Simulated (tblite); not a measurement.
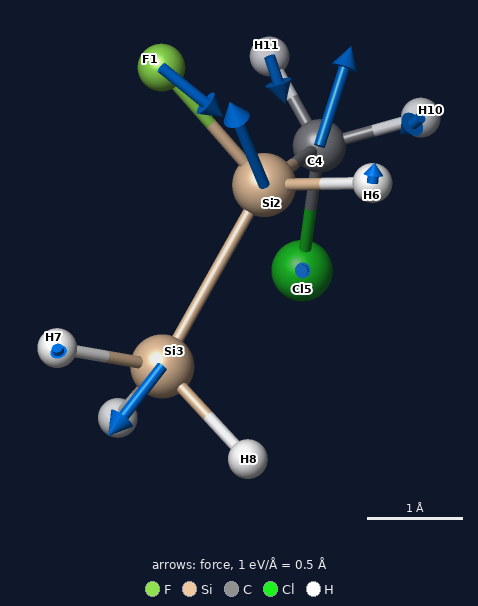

Starting geometry of CH6ClFSi2 with the computed forces as blue arrows. The picture is a ball-and-stick view, seen from a free direction.

The calculation used GFN2-xTB geometry optimisation, gas phase (tblite 0.8.0). 

### Is this structure relaxed? If not, where do the atoms go?

It isn't relaxed: the largest force vector, on a Si atom, is 2.41 eV/Å. The final displacements have little in common with the starting forces (cosine between the two patterns 0.16). Over 95 geometry steps the energy falls by 10.6 kcal/mol. The Cl atom moves most after the best rigid fit: 1.13 Å. Largest moves by element: Cl 1.13 Å, H 0.85 Å, F 0.30 Å, Si 0.15 Å, C 0.02 Å. Near-neighbour distances that change, for instance: Si–Si 2.196 → 2.308 Å, F–Si 1.706 → 1.625 Å, C–Si 1.853 → 1.915 Å, C–H 1.126 → 1.089 Å. Among the angles between lasting bonds that change: Si–Si–H 110.4° → 121.0°, F–Si–H 108.4° → 101.4°, Si–C–H 106.7° → 113.3°. Groups turn about C–Si by about 45°, Si–Si by about 20°.
